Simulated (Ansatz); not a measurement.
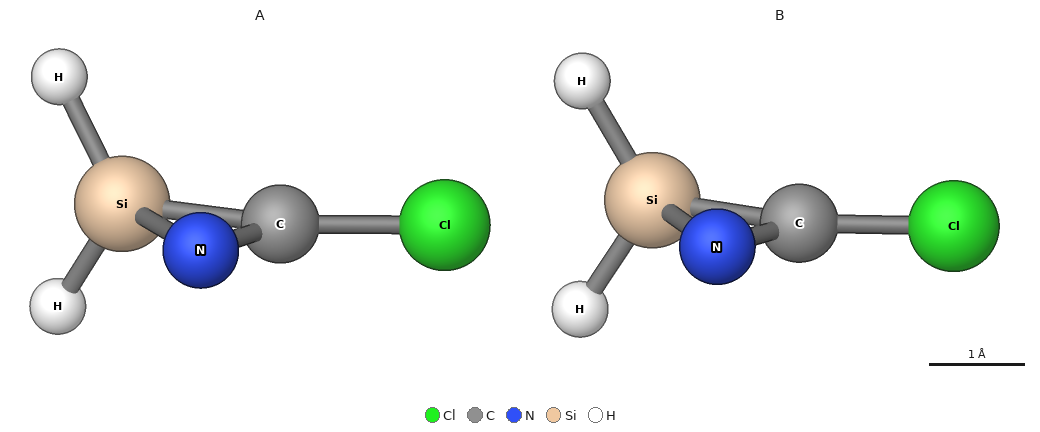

Two geometries of CH2ClNSi (coarse preliminary run), drawn at one scale. One is the start of a relaxation, the other its converged end. A ball-and-stick model, seen at a tilt.

Theory: Ansatz 0.2.0, RKS PBE-D4/def2-SVP. (force threshold 0.03 eV/Å; at most 200 steps)

Which one is relaxed?

Answer. Structure A is the relaxed one. The start comes from a force field. The energy falls by 0.390 eV in 3 accepted moves (5 points after the start). The largest force component goes from 2.8 to 0.019 eV/Å. The line search rejected the trial steps at points 2, 4 of the run. The atom that moves furthest after the best rigid fit is the Si atom (0.17 Å). By element the largest moves are Si 0.17 Å, H 0.13 Å, Cl 0.12 Å, N 0.12 Å, C 0.03 Å. Some distances before and after: C–Cl 1.629 → 1.730 Å, C–Si 1.738 → 1.803 Å, C–N 1.239 → 1.279 Å, N–Si 1.818 → 1.856 Å. Among the angles between lasting bonds that change: N–Si–H 107.4° → 117.3°, N–Si–H 108.1° → 117.3°, Cl–C–Si 155.6° → 157.6°. The run took of the order of 14 core-seconds on a shared host.
